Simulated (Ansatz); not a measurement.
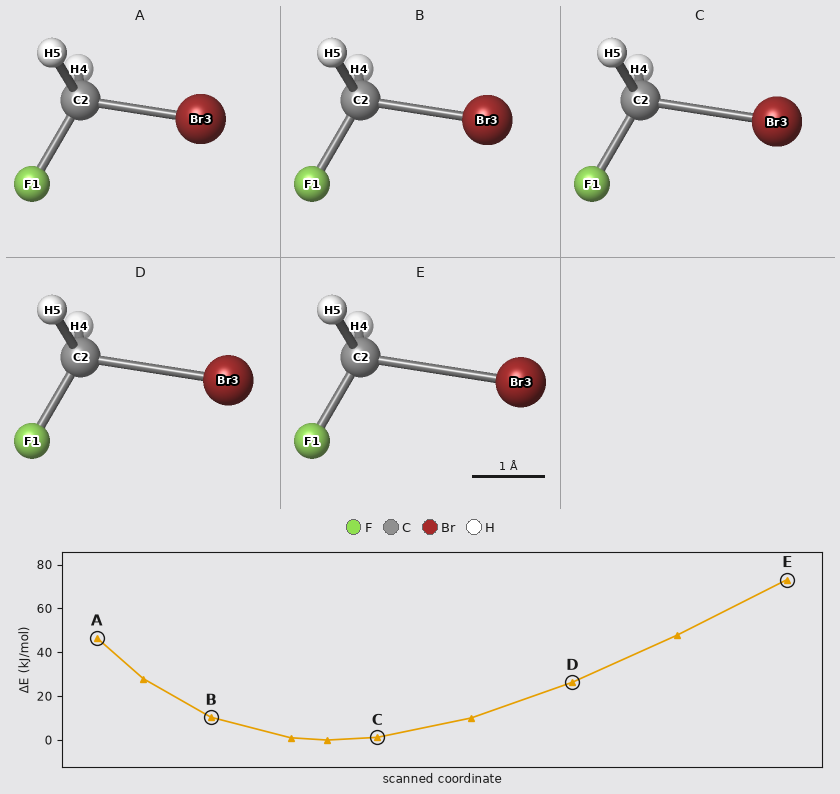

Frames of a one-coordinate scan of CH$_{2}$BrF. A ball-and-stick model, seen tilted, with a slight tilt.

Computed with Ansatz: CCSD(T), basis def2-TZVPP, on geometries moved rigidly from the minimum at PBE0-D4/def2-TZVP. Coupled cluster with a frozen core. Energies are counted from the PBE0-D4/def2-TZVP minimum geometry at the same level.

### What is being scanned?

The C2–Br3 distance is varied, with the rest of the molecule carried along rigidly. In the frames the distance is 1.741 Å (A), 1.837 Å (B), 1.977 Å (C), 2.141 Å (D), 2.322 Å (E). Of the computed points the lowest is at the distance 1.935 Å, 0.0 kJ/mol. The end points stand at 46.6 kJ/mol (1.741 Å) and 73.2 kJ/mol (2.322 Å). The curvature at the lowest point is about 19 eV/Å² (3 mdyn/Å). The well is steeper on the short side, as for any bond. At 2.322 Å the mean-field solution behind CCSD(T) isn't stable (a lower one of broken symmetry exists), so those energies are less reliable.
